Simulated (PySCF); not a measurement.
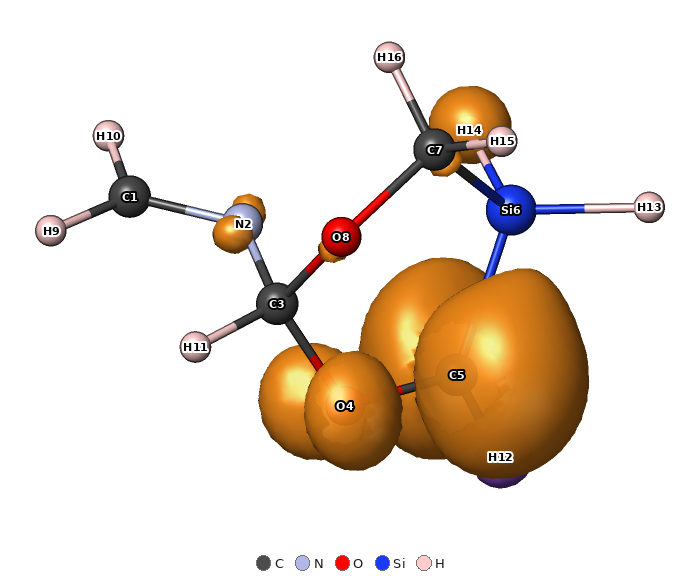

The picture shows: C$_{4}$H$_{8}$NO$_{2}$Si (SMILES C=N[C@H]1O[CH][SiH2]CO1) (doublet). Isosurfaces of the spin density at +0.02 (orange) and −0.02 e/Å³ (purple), seen at a tilt.

Geometry: GFN2-xTB.

Theory: UKS B3LYP, pcH-1 on C H N O Si, non-relativistic, mean-field spin-orbit, GIAO (PySCF 2.14.0, density-fitted response routines).

```yaml
atoms:
  - { symbol: C, position_ang: [-1.8926, 0.4224, -1.5736] }
  - { symbol: N, position_ang: [-0.9676, 0.0495, -0.8219] }
  - { symbol: C, position_ang: [-0.9604, 0.3996, 0.5708] }
  - { symbol: O, position_ang: [-0.8946, -0.7953, 1.3036] }
  - { symbol: C, position_ang: [0.2416, -1.5194, 1.1268] }
  - { symbol: Si, position_ang: [1.5839, -0.8934, 0.0345] }
  - { symbol: C, position_ang: [1.3206, 0.9962, 0.2254] }
  - { symbol: O, position_ang: [0.0572, 1.2830, 0.8484] }
  - { symbol: H, position_ang: [-2.7443, 1.0239, -1.2439] }
  - { symbol: H, position_ang: [-1.8516, 0.1342, -2.6139] }
  - { symbol: H, position_ang: [-1.8929, 0.8906, 0.9063] }
  - { symbol: H, position_ang: [0.1910, -2.4431, 1.6793] }
  - { symbol: H, position_ang: [2.8845, -1.2858, 0.5889] }
  - { symbol: H, position_ang: [1.5014, -1.2326, -1.3931] }
  - { symbol: H, position_ang: [2.0551, 1.4551, 0.8870] }
  - { symbol: H, position_ang: [1.3611, 1.5242, -0.7336] }
```

### Where is the unpaired spin?

The unpaired spin (1 electron) lies mostly on C5 (about 0.6) and O4 (about 0.2), in electrons by Hirshfeld's partition.
